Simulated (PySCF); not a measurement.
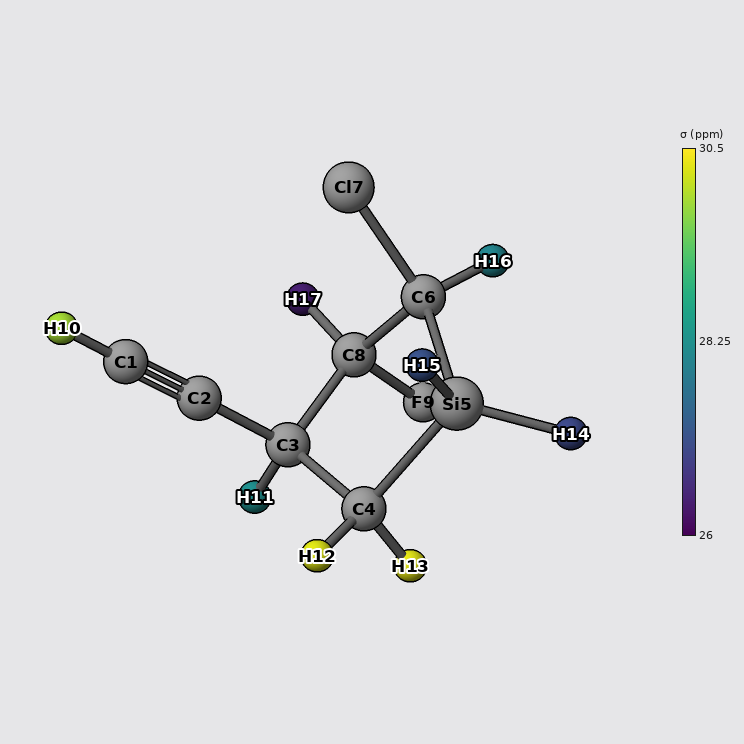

Atoms are coloured by their isotropic NMR shieldings (H only, the others grey). The geometry was computed by an optimisation with GFN2-xTB. No frequency run is at hand to confirm it as a minimum. Properties computed with GIAO PBE0/pcSseg-1 NMR shielding, non-relativistic, gas phase (PySCF 2.14.0).

**Which H atom is the most shielded (lowest chemical shift)?**

H13 (30.30 ppm).

**Which H atom is the least shielded (highest chemical shift)?**

H17 (26.40 ppm).

**How wide is the range of H shifts?**

3.90 ppm.

List the isotropic NMR shieldings of the H atoms.

| atom | σ (ppm) |
| --- | --- |
| H10 | 29.89 |
| H11 | 28.23 |
| H12 | 30.27 |
| H13 | 30.30 |
| H14 | 27.01 |
| H15 | 27.14 |
| H16 | 28.06 |
| H17 | 26.40 |

The geometry is semi-empirical. Around Si such bond lengths and angles can be off by a tenth of an ångström or more and by several degrees, and values that hang on the shape move with them.
